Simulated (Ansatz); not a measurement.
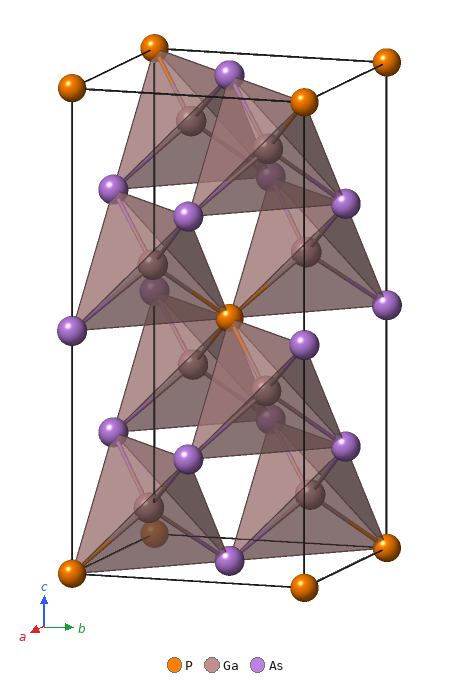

The figure gives a polyhedral picture of the atoms, viewed slightly off an axis. The conventional unit cell is outlined; an atom on or near a face, edge or corner is repeated at each equivalent position.

Ga$_{4}$As$_{3}$P, space group I-42m (No. 121), a = 5.612 Å, b = 5.612 Å, c = 11.221 Å, α = 90.00°, β = 90.00°, γ = 90.00°. The structure comes from a structure type filled with these elements by a generator (whether the compound takes this form wasn't checked). Earlier steps of the study may have refined or changed the cell and positions. It was run through Ansatz as a DFT input.

This one geometry was computed with Ansatz (DFT, plane waves, PAW) at five levels of theory: r2SCAN, HSE06, PBE0, PBE with spin-orbit coupling and PBE. It was relaxed beforehand with r2SCAN.

Q: Which level gives the highest pressure at this volume, and what does that say about its equilibrium volume?

A: Highest: PBE with spin-orbit coupling (2.7 GPa) and PBE (2.7 GPa), which points to the largest equilibrium volume. Lowest, with the smallest volume: r2SCAN (0.0 GPa) and PBE0 (0.4 GPa). Levels within 0.5 GPa of each other can't be told apart.

Q: How does the band gap change with the level of theory?

A: PBE with spin-orbit coupling: a gap of 0.70 eV, direct; PBE: a gap of 0.79 eV, direct; r2SCAN: a gap of 1.29 eV, direct; HSE06: a gap of 1.69 eV, direct; PBE0: a gap of 2.28 eV, direct.

Q: Collect the results in a table.

A:
| level | cutoff (eV) | k-mesh of the run's cell | gap (eV) | pressure (GPa) |
| --- | --- | --- | --- | --- |
| r2SCAN | 500 | 6×6×6 | 1.29 | 0.0 |
| HSE06 | 420 | 4×4×4 | 1.69 | 0.6 |
| PBE0 | 420 | 4×4×4 | 2.28 | 0.4 |
| PBE with spin-orbit coupling | 420 | 6×6×6 | 0.70 | 2.7 |
| PBE | 420 | 6×6×6 | 0.79 | 2.7 |

Gaps are taken on the k-mesh or band path of each run.
